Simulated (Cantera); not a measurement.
Feed: 1 mol Ti, a varied amount of H₂O, 82 mol H₂, equilibrated at 927 °C and 48.0 Pa.

These are equilibrium values from Cantera (NASA tables, ideal gas, pure condensed phases), not measurements of a reactor. Candidate condensed phases: H₂O, Ti, TiO, TiO₂, Ti₂O₃, Ti₃O₅, Ti₄O₇; 12 gas species. Mutual solubility and eutectic melting of coexisting phases are not modelled. TiO: taken at fixed stoichiometry. Condensed phases not in the tables: Magnéli phases beyond Ti₄O₇, N, O or C dissolved in the metal. Rates play no part.

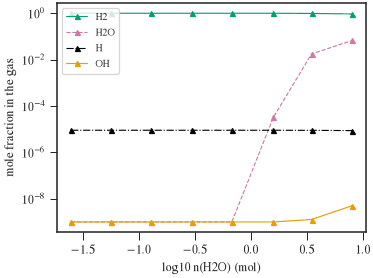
Figure: Equilibrium gas composition (values under 1e-9 drawn at 1e-9)

From 0.025 mol H₂O to 0.68 mol H₂O the condensed part is Ti(β) + TiO(s). At 1.6 mol H₂O the condensed part is Ti₂O₃(s) + Ti₃O₅(s). From 3.5 mol H₂O to 8.1 mol H₂O the condensed part is TiO₂(rutile).
